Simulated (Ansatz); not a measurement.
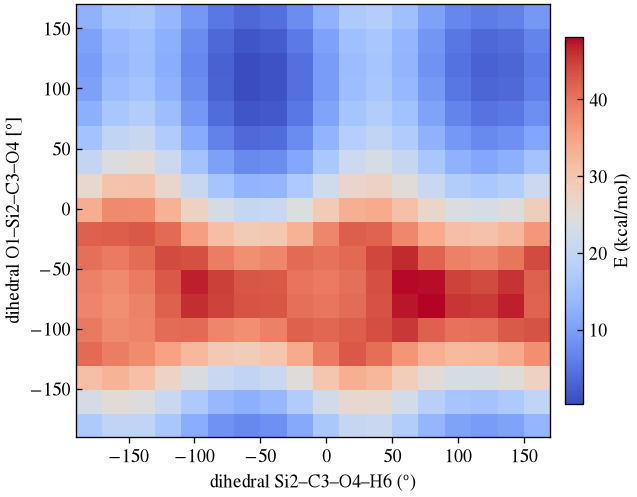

Energy landscape of CH₂O₂Si, SMILES O=[Si]=CO. 
- First axis: dihedral Si2–C3–O4–H6. Second axis: dihedral O1–Si2–C3–O4.
- Nothing is relaxed (all other coordinates rigid).
- The grid has 18 × 18 points.
- Points are written as (first, second).
- Energies: kcal/mol, counted from the relaxed molecule at the same level.
- Energies and slopes of some neighbouring points disagree (a jump in structure or state, or too coarse a mesh).
- These are results of Ansatz 0.2.0, RKS PBE0-D4/def2-TZVP, not measurements.

The picture shows one coloured cell a grid point. 

Summarise what can be read from the map.

Answer. The lowest grid point is at (−60°, 120°), 0.26 kcal/mol from the relaxed molecule at the same level. Other grid points that lie below all their neighbours: (120°, 120°) (2.4 kcal/mol higher); (−160°, −80°) (37.1 kcal/mol higher); (0°, −60°) (39.2 kcal/mol higher). The highest grid point, (80°, −80°), lies 47.9 kcal/mol above the lowest.

Each point was launched as `ansatz run input.yaml --threads 1 --pin off --max-ram 2560MiB --backend cpu --events-out ev --progress --plain --runs-dir out`. The whole map (324 points run) took 39 min on 1 thread of Arm Neoverse N1 (shared host).
